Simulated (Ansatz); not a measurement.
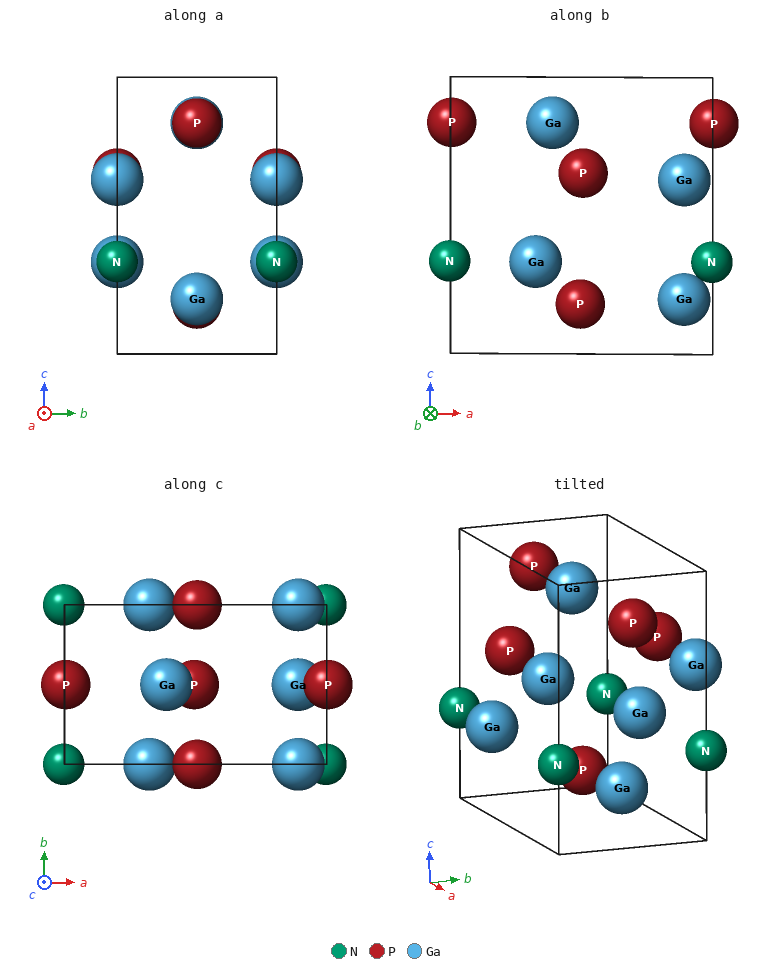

Shown here is a spheres-only view of the crystal, taken along the a axis, along the b axis, along the c axis and slightly off an axis. The parallelepiped is the conventional unit cell.

Lattice parameters: a = 6.0520 Å, b = 3.6795 Å, c = 6.3871 Å, α = 90.000°, β = 90.295°, γ = 90.000°.

### Give the atomic positions as a CIF in P1 with every atom of the cell, with free fractional coordinates to two decimals.

```cif
data_structure
_symmetry_space_group_name_H-M 'P 1'
_symmetry_Int_Tables_number 1
_cell_length_a 6.0520
_cell_length_b 3.6795
_cell_length_c 6.3871
_cell_angle_alpha 90.000
_cell_angle_beta 90.295
_cell_angle_gamma 90.000
_cell_volume 142.23
loop_
_atom_site_label
_atom_site_type_symbol
_atom_site_fract_x
_atom_site_fract_y
_atom_site_fract_z
_atom_site_occupancy
N1 N 0.00 0.00 0.33 1
P1 P 0.00 0.50 0.83 1
P2 P 0.50 0.50 0.18 1
P3 P 0.51 0.00 0.65 1
Ga1 Ga 0.32 0.00 0.33 1
Ga2 Ga 0.39 0.50 0.84 1
Ga3 Ga 0.89 0.50 0.20 1
Ga4 Ga 0.89 0.00 0.63 1
```

The structure was taken from a structure type filled with these elements by a generator (whether the compound takes this form wasn't checked). The final geometry of a relaxation with Ansatz, DFT, r2SCAN, plane waves, PAW is shown.
